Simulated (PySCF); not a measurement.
# SiS (SMILES [Si-]#[S+]) at B3LYP/STO-6G

What is the energy change on altering one bond length of SiS at B3LYP/STO-6G? The job is set up through a Python script.

The results are computed with PySCF 2.14.0.

29 further runs of the same task are left out: 15 that didn't finish, 14 set aside as unsound or not needed.

### 1 The molecule

The species is SiS (2 atoms), meant as a singlet with charge 0. As SMILES, `[Si-]#[S+]`. Geometry: the measured bond length.

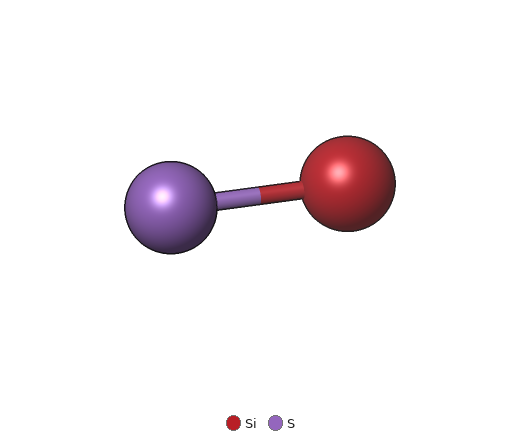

Viewed from a chosen angle; silicon red, sulfur purple.

### 2 The energy at B3LYP/STO-6G

Contents of input.xyz:

```xyz
2

Si     0.000000     0.000000     0.000000
S      0.000000     0.000000     1.929321
```

Contents of calc.py:

```python
from pyscf import gto, dft

mol = gto.M(
    atom='input.xyz',
    spin=0,
    basis='sto-6g',
    max_memory=1860,
    verbose=4,
    charge=0,
)

myscf = dft.RKS(mol)
myscf.xc = 'b3lyp'
myscf.conv_tol = 1e-10
myscf.grids.level = 5
myscf.kernel()
if not myscf.converged:
    myscf = myscf.newton().run(myscf.mo_coeff, myscf.mo_occ)

e_final = myscf.e_tot
print('Final energy', e_final)
```

Launch:

```bash
$ OMP_NUM_THREADS=1 python calc.py
```

The program printed:

```text
PySCF version 2.14.0

[INPUT] num. atoms = 2
[INPUT] num. electrons = 30
[INPUT] charge = 0
[INPUT] spin (= nelec alpha-beta = 2S) = 0
[INPUT] symmetry False subgroup None
[INPUT] Mole.unit = angstrom
[INPUT] Symbol           X                Y                Z      unit          X                Y                Z       unit  Magmom
[INPUT]  1 Si     0.000000000000   0.000000000000   0.000000000000 AA    0.000000000000   0.000000000000   0.000000000000 Bohr   0.0
[INPUT]  2 S      0.000000000000   0.000000000000   1.929321000000 AA    0.000000000000   0.000000000000   3.645888296372 Bohr   0.0

nuclear repulsion = 61.4390737705545
number of shells = 10
number of NR pGTOs = 108
number of NR cGTOs = 18
basis = sto-6g
ecp = {}

******** <class 'pyscf.dft.rks.RKS'> ********
method = RKS
initial guess = minao
damping factor = 0
level_shift factor = 0
DIIS = <class 'pyscf.scf.diis.CDIIS'>
diis_start_cycle = 1
diis_space = 8
diis_damp = 0
SCF conv_tol = 1e-10
SCF conv_tol_grad = None
SCF max_cycles = 50
direct_scf = True
direct_scf_tol = 1e-13
XC library pyscf.dft.libxc version 7.0.0
    S. Lehtola, C. Steigemann, M. J.T. Oliveira, and M. A.L. Marques.,  SoftwareX 7, 1–5 (2018)
XC functionals = b3lyp
    P. J. Stephens, F. J. Devlin, C. F. Chabalowski, and M. J. Frisch.,  J. Phys. Chem. 98, 11623 (1994)
radial grids:
    Treutler-Ahlrichs [JCP 102, 346 (1995); DOI:10.1063/1.469408] (M4) radial grids

becke partition: Becke, JCP 88, 2547 (1988); DOI:10.1063/1.454033
pruning grids: <function nwchem_prune>
grids dens level: 5
symmetrized grids: False
atomic radii adjust function: <function treutler_atomic_radii_adjust>
small_rho_cutoff = 0
Set gradient conv threshold to 1e-05
Initial guess from minao.
tot grids = 86600
init E= -684.994027097374
  HOMO = -0.244794990414978  LUMO = -0.0213502831290511  gap/eV = 6.08024
cycle= 1 E= -685.060261355664  delta_E= -0.0662  |g|= 0.498  |ddm|= 2.08
  HOMO = -0.0768188358864886  LUMO = 0.132572110289345  gap/eV = 5.69782
cycle= 2 E= -683.391319936651  delta_E= 1.67  |g|=  1.9  |ddm|= 3.72
  HOMO = -0.131347540106252  LUMO = 0.0900631622982604  gap/eV = 6.02489
cycle= 3 E= -685.198882044423  delta_E= -1.81  |g|= 0.0083  |ddm|= 2.96
  HOMO = -0.135345120246193  LUMO = 0.0921566435917854  gap/eV = 6.19064
cycle= 4 E= -685.198914915187  delta_E= -3.29e-05  |g|= 0.00445  |ddm|= 0.0349
  HOMO = -0.13533875930564  LUMO = 0.0918018209311187  gap/eV = 6.18081
cycle= 5 E= -685.198921203897  delta_E= -6.29e-06  |g|= 0.00212  |ddm|= 0.00516
  HOMO = -0.135335974430924  LUMO = 0.0918248504933285  gap/eV = 6.18136
cycle= 6 E= -685.198922397376  delta_E= -1.19e-06  |g|= 0.00122  |ddm|= 0.00135
  HOMO = -0.135338398505764  LUMO = 0.0918608766806392  gap/eV = 6.18241
cycle= 7 E= -685.198922963822  delta_E= -5.66e-07  |g|= 0.000284  |ddm|= 0.00228
  HOMO = -0.135336784943155  LUMO = 0.0918537923031368  gap/eV = 6.18217
cycle= 8 E= -685.198922995767  delta_E= -3.19e-08  |g|= 1.63e-05  |ddm|= 0.000404
  HOMO = -0.135336795410495  LUMO = 0.0918534321371033  gap/eV = 6.18216
cycle= 9 E= -685.198922995873  delta_E= -1.06e-10  |g|= 5.58e-07  |ddm|= 2.39e-05
  HOMO = -0.135336793784259  LUMO = 0.0918534189477325  gap/eV = 6.18216
cycle= 10 E= -685.198922995873  delta_E=    0  |g|= 2.83e-08  |ddm|= 8.01e-07
  HOMO = -0.135336793971721  LUMO = 0.0918534163585194  gap/eV = 6.18216
Extra cycle  E= -685.198922995873  delta_E= -2.27e-13  |g|= 8.91e-08  |ddm|= 1.79e-07
converged SCF energy = -685.198922995873
Final energy -685.1989229958734
```

Run time: 2.2 s. Hardware: 1 thread of Intel Xeon Platinum 8488C (Sapphire Rapids), shared host; peak memory 0.17 GiB.

### 3 The distorted shape at the same level

Contents of input.xyz:

```xyz
2
SSi
Si     0.000000     0.000000    -0.964679
S      0.000000     0.000000     1.929321
```

Contents of calc.py:

```python
from pyscf import gto, dft

mol = gto.M(
    atom='input.xyz',
    spin=0,
    basis='sto-6g',
    charge=0,
    verbose=3,
    max_memory=1860,
)

mf = dft.RKS(mol, xc='b3lyp')
mf.conv_tol = 1e-10
mf.grids.level = 5
mf.kernel()
if not mf.converged:
    mf = mf.newton().run(mf.mo_coeff, mf.mo_occ)

energy = mf.e_tot
print(f'total energy: {energy:.8f} hartree')
```

Launch:

```bash
$ OMP_NUM_THREADS=1 python calc.py
```

The program printed:

```text
converged SCF energy = -684.965721672033
total energy: -684.96572167 hartree
```

Run time: 4.8 s. Hardware: 1 thread of Intel Xeon Platinum 8488C (Sapphire Rapids), shared host; peak memory 0.17 GiB.

### 4 Summary of results

At B3LYP/STO-6G:

| quantity | value |
| --- | --- |
| first shape: total energy | -685.19892 Eh |
| first shape: dipole moment | 1.18 D |
| first shape: HOMO energy | -3.68 eV |
| first shape: LUMO energy | 2.50 eV |
| first shape: HOMO–LUMO gap | 6.18 eV |
| distorted shape: total energy | -684.96572 Eh |
| distorted shape: dipole moment | 3.27 D |
| distorted shape: HOMO energy | -1.01 eV |
| distorted shape: LUMO energy | 0.86 eV |
| distorted shape: HOMO–LUMO gap | 1.87 eV |
| energy change with the Si1–S2 bond stretched from 1.929 to 2.894 Å | 6.346 eV |

In words: With the Si1–S2 bond stretched from 1.929 to 2.894 Å the energy rises by 6.35 eV (612 kJ/mol). The first shape isn't relaxed at this level, so the change isn't measured from a minimum. A restricted reference can't describe the breaking bond well at this length. The minimal basis adds a large error of its own.
